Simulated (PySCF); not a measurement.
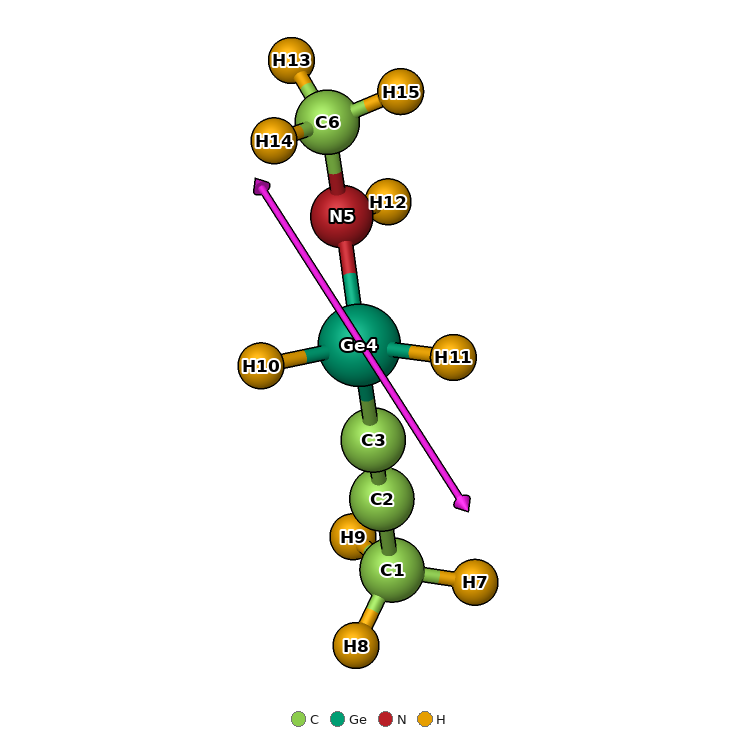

The double arrow shows the direction of the transition dipole to excited singlet state 4 (its length means nothing). The computed structure is the end point of a GFN2-xTB optimisation. No frequency run is at hand to confirm it as a minimum. Method: TDDFT PBE0/def2-SVPD, vertical, gas phase, core orbitals frozen in the response (PySCF 2.14.0).

> Where does the transition lie, and how strong is it?

6.24 eV (199 nm), oscillator strength 0.019, mainly HOMO → LUMO+2 (weight 0.72); transition dipole 0.91 D.

The geometry is semi-empirical. Around Ge such bond lengths and angles can be off by a tenth of an ångström or more and by several degrees, and values that hang on the shape move with them.
